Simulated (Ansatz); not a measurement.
BeS (zinc blende), conventional cell a = 4.8685 Å, b = 4.8685 Å, c = 4.8685 Å, α = 90.00°, β = 90.00°, γ = 90.00°. The calculation uses the primitive cell of 2 atoms, to which meshes and values per cell refer.

The volume is varied about the relaxed value V₀ at fixed cell shape. Symmetry pins the atoms to their sites.

Method: r2SCAN (plane waves to 500 eV, PAW, scalar-relativistic; Ansatz, a first-principles code). k mesh 12×12×12 (Γ-centred), Fermi-Dirac smearing 0.05 eV. Energies are smeared free energies. BeS was relaxed with its symmetry unable to fall. The zero of ΔE is the relaxed starting cell.

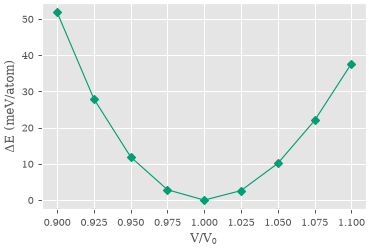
Figure. ΔE (meV/atom) against V/V₀; computed points joined by lines.

Q: What is ΔE at V/V₀ = 1.100?

A: About 38 meV/atom.

Q: What is ΔE at V/V₀ = 0.900?

A: About 52 meV/atom.

Q: What bulk modulus B₀ follows from a third-order Birch-Murnaghan fit?

A: About 97 GPa.

(A scan under strain: stresses follow from slopes of the energy per volume, elastic moduli from its curvatures.)
